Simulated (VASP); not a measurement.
Band structure of YSi2 (space group C2/c). Level of theory: r2SCAN meta-GGA, VASP's PBE PAW potentials (set 64) (plane waves; VASP).

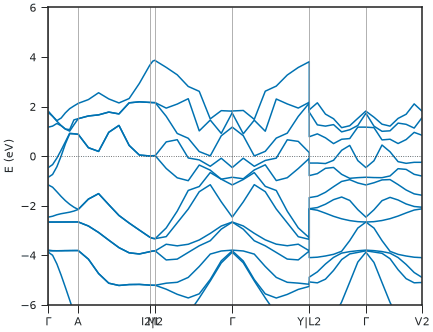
Fig. 1. Bands along high-symmetry lines, zero at the valence-band maximum or, without a gap, the Fermi level

Q: Read the plot: is there a gap, and where are the band edges?

A: It has no gap at this level: it comes out as a metal or semimetal.

The structure comes from a computed database's YSi2 entry (C2/c); how it stands against other phases isn't given here. It was relaxed first.
